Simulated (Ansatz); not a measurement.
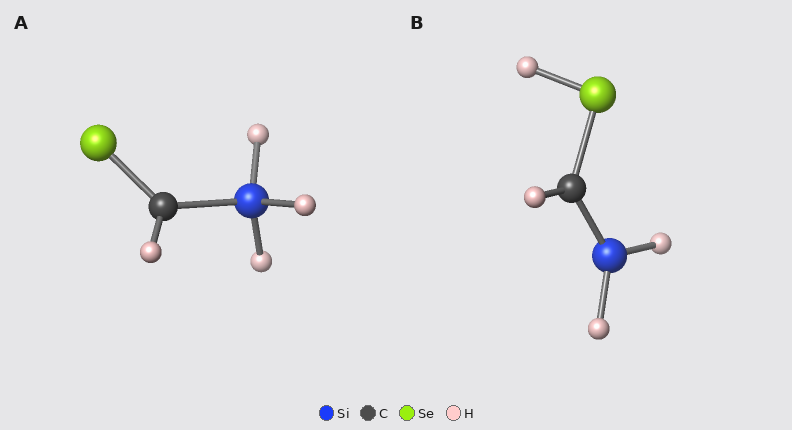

2 stationary structures of one formula. Geometries: PBE0-D4/def2-TZVP. Electronic energies: B3LYP-D4/def2-TZVPP (Ansatz 0.2.0), without zero-point energy. No frequency run is at hand to confirm each as a minimum. Each is one conformer, not always the lowest.

Which is lowest in energy, and by how much?

Answer. A is lowest; B lies 14.5 kcal/mol above it (C1).

Give E(B) − E(A) in kcal/mol at these levels too: PBE0-D4/def2-TZVP; RHF-CCSD(T) (frozen core)/def2-TZVPP; PBE0-D4/def2-TZVPP; PBE-D4/def2-TZVPP; ωB97M-V/def2-TZVPP; B3LYP-D4/def2-TZVPP; r2SCAN-D4/def2-TZVPP.

```
                               level  E(B) − E(A) (kcal/mol)
                   PBE0-D4/def2-TZVP                   +12.9
RHF-CCSD(T) (frozen core)/def2-TZVPP                   +15.6
                  PBE0-D4/def2-TZVPP                   +12.7
                   PBE-D4/def2-TZVPP                   +11.9
                  ωB97M-V/def2-TZVPP                   +14.2
                 B3LYP-D4/def2-TZVPP                   +14.5
                r2SCAN-D4/def2-TZVPP                   +13.0
```
